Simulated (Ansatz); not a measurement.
## A failed many-body run on InF3 (R-3c)

A first try at the G0W0 gap of InF3 (R-3c), what the program said, and an input that works.

Program: Ansatz 0.2.0. Level of theory: G0W0 on LDA, plane waves, PAW. Results are calculated unless marked as measured.

**1. Set-up**

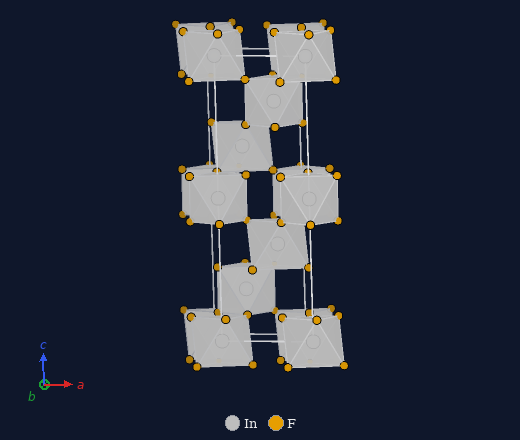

The starting structure, seen slightly off an axis (indium light grey, fluorine orange). This picture shows the conventional cell, with its axes. Some periodic images of atoms are drawn too.

The cell and positions are those that the Materials Project relaxed with its own functionals (PBE, PBE+U or r2SCAN), kept fixed. The default PAW set here is soft_2. Its files were made with PBE.

**2. First try**

input.yaml

```yaml
crystal:
  lattice:
    - [2.6021411829, 1.5023469124, 4.9075061345]
    - [-2.6021411829, 1.5023469124, 4.9075061345]
    - [0.0, -3.0046938249, 4.9075061345]
  atoms:
    - { symbol: In, position: [0.5, 0.5, 0.5] }
    - { symbol: In, position: [0.0, 0.0, 0.0] }
    - { symbol: F, position: [0.39570922, 0.75, 0.10429078] }
    - { symbol: F, position: [0.75, 0.10429078, 0.39570922] }
    - { symbol: F, position: [0.89570922, 0.60429078, 0.25] }
    - { symbol: F, position: [0.25, 0.89570922, 0.60429078] }
    - { symbol: F, position: [0.60429078, 0.25, 0.89570922] }
    - { symbol: F, position: [0.10429078, 0.39570922, 0.75] }
kpoints:
  mp_grid: { grid: [4, 4, 4] }
hamiltonian:
  xc: lda
scf:
  occupations: { method: fixed }
gw:
  n_empty_bands: 2
  ecut_chi: 80
  qp_bands: [v2, c2]
  qp_kpoints: band_edges
  screening: { model: contour_deformation }
```

On the command line:

```
$ ansatz run input.yaml --threads 3 --pin off --max-ram 92160MiB --backend cuda --events-out ev --progress --plain --runs-dir out --devices 1 --max-vram 13GiB  # rebuilt from the run's record
```

Numbers of over 12 decimals in the logs are rounded to 6 here.

Log:

```text
GPUs: using 1 of 1 available (devices: 1).
Engine: ansatz 0.2.0, x86_64-unknown-linux-gnu
Pseudopotentials: kind: paw
Pseudopotential: In, paw, valence charge 13, recommended cutoff 420 eV (normal), In.paw.azcp
Pseudopotential: F, paw, valence charge 7, recommended cutoff 420 eV (normal), F.paw.azcp
Functional definition: SPW92
  exchange = slater_x
  correlation = pw_c
device memory: the entry about to start is reckoned to put 2.3 GiB on a device that reports 45.6 GiB free (of which the cap on the GPU budget leaves the run 13.0 GiB)
GPU FFT provider: cuFFT
GPU libraries: cuBLAS 13.8.2, cuFFT 12.4.0, cuSOLVER 12.3.4
Crystal: 8 atoms, lattice volume = 115.110 Å³
Basis set: ecut = 420 eV, 2249 PW (Γ)
Bands: 42, of which v1, the nominal top of the filled ones, is band 34 counted from 1 (33 counted from 0)
Symmetry: 12 space group operations
Space group: R-3c (ITA 167), of the structure as read, at distance tolerance 4.9e-5 Å
k-points: 13 of 64
Non-local potential: In, projectors of the file, l = 0: 2, l = 1: 2, l = 2: 2, l = 3: 2
Non-local potential: F, projectors of the file, l = 0: 2, l = 1: 2, l = 2: 1
PAW form: soft (Blöchl's): semilocal exchange-correlation on the pseudo side does not see the compensation charge
PAW frozen core: In, regenerated for the run's functional, and the local potential with it (the file was generated under x = pbe(κ = 0.804, μ = 0.219515), c = pbe(β = 0.066725))
PAW frozen core: F, regenerated for the run's functional, and the local potential with it (the file was generated under x = pbe(κ = 0.804, μ = 0.219515), c = pbe(β = 0.066725))
PAW one-centre angular grid: In, 590 points (default); XC on 64 Gauss nodes
PAW one-centre angular grid: F, 110 points (default); XC on 64 Gauss nodes
Initial density: superposition of atomic densities (neutral atoms: chi_scale 0, normalization atom), corrected by the library's trained network
Initial wavefunctions: pseudopotential atomic-orbital guess
GPU buffer pool allocated for 64000 grid points (all kernels)
GPU transforms: local potential and band sums: pruned to the plane-wave sphere, on 40×40×40
Functional: x = slater, c = lda
SCF iter   1: F=—  HF=-15679.967437 eV  |F-HF|=—  |Δ(HF+E_count)|=         —  Δρ=2.04e-2  dr2=3.33e-1  ethr=1.77e-3  ⟨swp⟩=4.8  Hψ=1835  notcnv=0  defer=78
preconditioner: auto → Resta (q_TF=auto, 2.499 Å⁻¹)  ε∞=3.6  [insulator: Δε(μ)=3.795 eV  Ē_g=17.765 eV  n_scr=26 (ndim 8)  ℏωp=28.5 eV  f_vac=0.174  ε∞_Penn≈3.6]
SCF iter   2: F=—  HF=-15679.869257 eV  |F-HF|=—  |Δ(HF+E_count)|=   9.82e-2  Δρ=5.03e-3  dr2=1.06e-2  ethr=4.89e-4  ⟨swp⟩=2.2  Hψ=924  notcnv=0  defer=78
SCF iter   3: F=—  HF=-15679.865827 eV  |F-HF|=—  |Δ(HF+E_count)|=   3.43e-3  Δρ=1.92e-3  dr2=2.59e-3  ethr=1.56e-5  ⟨swp⟩=2.0  Hψ=901  notcnv=0  defer=78
SCF iter   4: F=—  HF=-15679.865276 eV  |F-HF|=—  |Δ(HF+E_count)|=   5.50e-4  Δρ=9.09e-4  dr2=6.30e-4  ethr=3.81e-6  ⟨swp⟩=1.0  Hψ=513  notcnv=0  defer=67
SCF iter   5: F=—  HF=-15679.865092 eV  |F-HF|=—  |Δ(HF+E_count)|=   1.84e-4  Δρ=1.96e-4  dr2=3.48e-5  ethr=9.27e-7  ⟨swp⟩=2.0  Hψ=643  notcnv=0  defer=34
SCF iter   6: F=—  HF=-15679.865087 eV  |F-HF|=—  |Δ(HF+E_count)|=   5.32e-6  Δρ=2.46e-5  dr2=6.28e-7  ethr=5.12e-8  ⟨swp⟩=2.4  Hψ=779  notcnv=0  defer=33
SCF iter   7: F=-15679.865087 eV  HF=-15679.865087 eV  |F-HF|=1.18e-9  |Δ(HF+E_count)|=   2.60e-8  Δρ=2.15e-6  dr2=7.16e-9  ethr=1.47e-10  ⟨swp⟩=9.2  Hψ=2180  notcnv=0
SCF 1 converged in 7 iterations: F = -15679.865087 eV  dr2 = 7.16e-9
[...]
device memory: the entry about to start is reckoned to put 3.1 GiB on a device that reports 43.2 GiB free (of which the cap on the GPU budget leaves the run 13.0 GiB)
NSCF: frozen V_eff on 13 k-points
[...]
device memory: the entry about to start is reckoned to put 2.1 GiB on a device that reports 39.8 GiB free (of which the cap on the GPU budget leaves the run 13.0 GiB)
NSCF: frozen V_eff on 13 k-points
G₀W₀ screening: q 1/13
[... further progress lines ...]
device memory: the entry about to start is reckoned to put 0.7 GiB on a device that reports 39.0 GiB free (of which the cap on the GPU budget leaves the run 13.0 GiB)
NSCF: frozen V_eff on 1 k-points
device memory: the entry about to start is reckoned to put 0.7 GiB on a device that reports 39.0 GiB free (of which the cap on the GPU budget leaves the run 13.0 GiB)
NSCF: frozen V_eff on 1 k-points
device memory: the entry about to start is reckoned to put 0.7 GiB on a device that reports 39.0 GiB free (of which the cap on the GPU budget leaves the run 13.0 GiB)
NSCF: frozen V_eff on 1 k-points
SCF converged after 7 iterations
Free energy (F): -15679.865087 eV
Harris-Foulkes:  -15679.865087 eV  (|F-HF|=1.18e-9)
Internal energy: -15679.865087 eV  (E = F + TS)
E sigma→0 (E₀):  -15679.865087 eV
Fermi energy:    1.213487 eV
--- Per-component energies (eV) ---
  E_band       = -404.694113
  E_kinetic    = 1718.595751
  E_local      = -6290.710337  (includes V_loc(G=0)·N_el)
  E_nonlocal   = 1205.933247
  E_hartree    = 2396.048968
  E_xc         = -885.467276
  E_vxc        = -796.771553  (∫ρ·V_xc dr)
  E_paw        = -9172.532044  (= ΣΔE_a)
  E_vpaw       = -1033.855251  (= ΣTr[D̂ρ^β])
  E_aug_tail   = 0.012177  (compensation charges beyond the density's cutoff)
  E_ewald      = -4652.994155
  E_core_change = 1.248583  (= ΣΔE_core)
  E_smearing   = -0.000000  (= −TS)
  E_closure    = 0.000000  (closes the sum)
  Σ components = -15679.865087   (vs F -15679.865087, Δ=0.00e0)
--- Band table (eV; the first three rows and the last of 13) ---
  k-point 0: bands = [... 30 lower, 1.0245, 1.0245, 1.1791, 1.1791, 5.2268, 10.6603, 11.6223, 12.7246, ... 4 higher]
  k-point 1: bands = [... 30 lower, 0.9363, 0.9427, 1.0931, 1.1523, 6.0983, 9.6302, 12.1550, 12.2348, ... 4 higher]
  k-point 2: bands = [... 30 lower, 0.9470, 0.9470, 1.0785, 1.0785, 7.8419, 7.8419, 12.2191, 12.2191, ... 4 higher]
  k-point 12: bands = [... 30 lower, 1.0879, 1.0879, 1.0879, 1.0879, 7.6511, 7.6511, 12.9092, 12.9092, ... 4 higher]
--- G₀W₀: contour deformation, 5 samples at zero and on the imaginary axis and 3 off it, 64 q-points, 2 empty bands' worth ---
  eigenvalues of the whole cell's RPA ε∞ on this k-mesh (on a slab, of 1 + 4πα/V) = 1.5303, 1.5303, 1.5872; static W/v taken at q = 0 is 0.646136
  gw.qp_kpoints: band_edges: 13 of 13 stored k-points solved, in 1 pass; an edge of the gap read off the rows below is read off those points alone
  `?` marks the rows in doubt; gw_qp.tsv's column doubts and the gw_qp event give each row's grounds
    ik  band        ε_KS         Σx   Σc(E_QP)       V_xc       Z   E_QP_lin       E_QP  E_QP is
     0    33      1.1791   -32.3070     4.9312   -24.5867  0.7449    -1.9178    -1.6100  root ?
     0    34      1.1791   -32.3070     4.9312   -24.5867  0.7449    -1.9178    -1.6100  root ?
     0    35      5.2268   -11.7178    -1.3732   -16.6205  0.8803     8.9700     8.7563  root ?
     0    36     10.6603   -15.1560    -2.9168   -22.1692  0.8105    15.5448    14.7567  root ?
     1    33      1.0931   -31.9567     5.1027   -24.0515  0.7381    -2.0376    -1.7094  root ?
     1    34      1.1523   -32.1187     5.0656   -24.2422  0.7402    -1.9829    -1.6585  root ?
     1    35      6.0983   -12.8458    -1.4323   -17.8517  0.8720     9.9260     9.6719  root ?
     1    36      9.6302   -13.8347    -2.4260   -20.2997  0.8401    14.3439    13.6694  root ?
     2    33      1.0785   -32.0463     5.0608   -24.1894  0.7396    -2.0417    -1.7176  root ?
     2    34      1.0785   -32.0463     5.0608   -24.1894  0.7396    -2.0417    -1.7176  root ?
     2    35      7.8419   -13.4497    -1.8371   -19.1347  0.8599    12.1147    11.6897  root ?
     2    36      7.8419   -13.4497    -1.8371   -19.1347  0.8599    12.1147    11.6897  root ?
     3    33      1.0680   -31.9277     5.1029   -24.0237  0.7377    -2.0625    -1.7332  root ?
     3    34      1.1282   -32.3584     4.7389   -24.8843  0.7505    -1.8907    -1.6070  root ?
[...]
11    36      8.3300   -14.2891    -2.0274   -20.1819  0.8506    12.7025    12.1954  root ?
    12    33      1.0879   -32.0289     5.0054   -24.2488  0.7407    -2.0004    -1.6868  root ?
    12    34      1.0879   -32.0289     5.0054   -24.2488  0.7407    -2.0004    -1.6868  root ?
    12    35      7.6511   -13.1858    -1.7636   -18.6925  0.8615    11.7905    11.3941  root ?
    12    36      7.6511   -13.1858    -1.7636   -18.6925  0.8615    11.7905    11.3941  root ?
```

Elapsed: 9.1 s, on 1 × NVIDIA H100 80GB HBM3 (shared by 6 runs) with 3 threads of AMD EPYC 7R13 (Zen 3), shared host; peak memory 1.1 GiB.

The column dr2 measures how far the density is from self-consistency, as an energy; F and HF (Harris–Foulkes) agree once it is small.

**What went wrong?**

The run ended normally, though the input holds a fault or crude settings.

The fault: two empty bands. The screening and the self-energy are sums over empty states, and two bands hold almost none of them; where the cut also splits a degenerate level, the program refuses for that.

It printed a gap of 10.31 eV, which is an artefact of the settings.

**3. A better input**

Now the one-shot GW correction: screening in the RPA, then the self-energy of the levels asked for.

Changes to input.yaml since step 2:

```diff
@@ -21,4 +21,4 @@
 gw:
-  n_empty_bands: 2
-  ecut_chi: 80
+  n_empty_bands: 149
+  ecut_chi: 69
   qp_bands: [v2, c2]
```

Log:

```text
GPUs: using 1 of 1 available (devices: 1).
[...]
GPU FFT provider: cuFFT
GPU libraries: cuBLAS 13.8.2, cuFFT 12.4.0, cuSOLVER 12.3.4
Crystal: 8 atoms, lattice volume = 115.110 Å³
Basis set: ecut = 420 eV, 2249 PW (Γ)
Bands: 42, of which v1, the nominal top of the filled ones, is band 34 counted from 1 (33 counted from 0)
[... 1 set-up line as in the run before ...]
[...]
k-points: 13 of 64
[...]
GPU buffer pool allocated for 64000 grid points (all kernels)
[...]
SCF iter   1: F=—  HF=-15679.967437 eV  |F-HF|=—  |Δ(HF+E_count)|=         —  Δρ=2.04e-2  dr2=3.33e-1  ethr=1.77e-3  ⟨swp⟩=4.8  Hψ=1835  notcnv=0  defer=78
[...]
SCF iter   7: F=-15679.865087 eV  HF=-15679.865087 eV  |F-HF|=1.18e-9  |Δ(HF+E_count)|=   2.60e-8  Δρ=2.15e-6  dr2=7.16e-9  ethr=1.47e-10  ⟨swp⟩=9.2  Hψ=2180  notcnv=0
SCF 1 converged in 7 iterations: F = -15679.865087 eV  dr2 = 7.16e-9
[...]
0    36     10.6603   -15.1560    -4.3538   -22.1692  0.8006    13.4740    13.3197  root ?
     1    33      1.0931   -31.9567     6.1889   -24.0515  0.7644    -0.6762    -0.6233  root
     1    34      1.1523   -32.1187     6.1646   -24.2422  0.7654    -0.6114    -0.5595  root
     1    35      6.0983   -12.8458    -3.1398   -17.8517  0.8483     7.9917     7.9643  root
     1    36      9.6302   -13.8347    -4.0048   -20.2997  0.8206    12.1887    12.0905  root
     2    33      1.0785   -32.0463     6.1474   -24.1894  0.7653    -0.6832    -0.6310  root
[...]
3    36      9.7639   -14.4680    -4.0390   -21.0205  0.8157    12.3879    12.2774  root ?
[...]
6    36      9.3229   -14.9010    -3.8933   -21.2778  0.8184    11.9064    11.8064  root ?
[...]
12    33      1.0879   -32.0289     6.1008   -24.2488  0.7659    -0.6409    -0.5914  root
    12    34      1.0879   -32.0289     6.1008   -24.2488  0.7659    -0.6409    -0.5914  root
    12    35      7.6511   -13.1858    -3.4065   -18.6925  0.8385     9.7985     9.7513  root
    12    36      7.6511   -13.1858    -3.4065   -18.6925  0.8385     9.7985     9.7513  root
[key lines of the parts left out:]
SCF converged after 7 iterations
Free energy (F): -15679.865087 eV
Fermi energy:    1.213487 eV
```

Run time: 29 s. Hardware: 1 × NVIDIA H100 80GB HBM3 (shared by 6 runs) with 3 threads; peak memory 1.2 GiB.

Numbers from this step:

```
bands summed                                 : 183
RPA ε∞ on this mesh (eigenvalues)            : 2.406, 2.406, 2.487
plane waves in the screening matrix          : 145
q-points in the mesh                         : 64
G0W0 gap on the mesh                         : 7.371 eV
k of the valence top                         : 0, -0.5, -0.5
k of the conduction bottom                   : 0, 0, 0
starting gap on the mesh                     : 4.013 eV
Z at the valence top                         : 0.7811
Z at the conduction bottom                   : 0.8560
least direct G0W0 gap on the computed points : 7.452 eV
```

The gap on the mesh goes from 4.01 eV to 7.37 eV, a correction of +3.36 eV, though a band edge has moved to another state.

**4. Results**

```yaml
first_try: converged after 9.1 s
better_run: G0W0 gap on the mesh 7.37 eV (4×4×4 mesh, 149 empty bands, screening to 69 eV)
```

What this shows: The second run differs in: empty bands and screening cutoff (eV). Bands and cutoff are finite, so the gap is not at the basis limit. The miss can reach some tenths of an eV and take either sign; the mesh is an error of its own. The many-body steps are scalar-relativistic: spin-orbit coupling is not in them.

[Paths, hosts, dates, memory and timing lines, banners, echoed tables and standing remarks are left out of the program output.]

[Logs are printed without paths, hosts, clocks, repeated set-up lines and the standing remarks that a program may print on its own settings, such as how far it seeks lower states.]

[Runs of the session that timed out or met a known fault of the program may be left out.]

[Cells called generated may have been cut or substituted from an entry of the Crystallography Open Database or the Materials Project.]

[Hosts, paths, dates, database ids (printed as entryN), source tags and the programs' standing remarks are cut or masked in the printed files.]
